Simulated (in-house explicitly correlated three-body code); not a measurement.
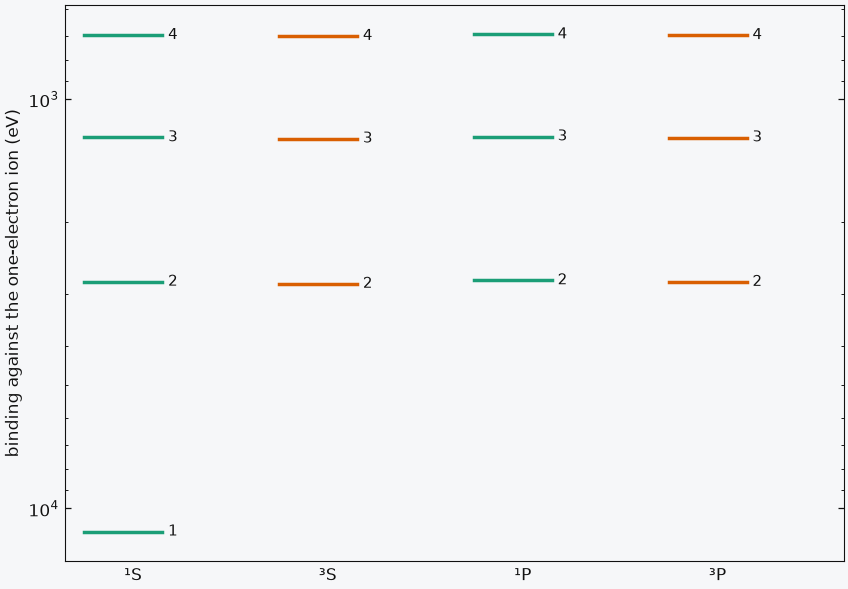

Two electrons around a point charge Z = 29.575. Computed variationally in 260 exponentially correlated functions with an in-house code, non-relativistic, converged to about 10⁻⁸ of the energy. The plot shows the bound S and P states that converged, by term and principal number n, on a logarithmic scale of binding.

Describe the level scheme.

The ground state is bound by 11.40 keV. The n = 2 states drawn run, from the deepest, 2 ³S (2825 eV), 2 ³P (2796 eV), 2 ¹S (2792 eV), 2 ¹P (2770 eV). Exchange puts 2 ³S below 2 ¹S by 33.5 eV and 2 ³P below 2 ¹P by 25.2 eV. Quantum defects n − (Z − 1)/√(2 E(binding)): 2 ³S 0.017, 2 ³P 0.006, 2 ¹S 0.005, 2 ¹P −0.003.
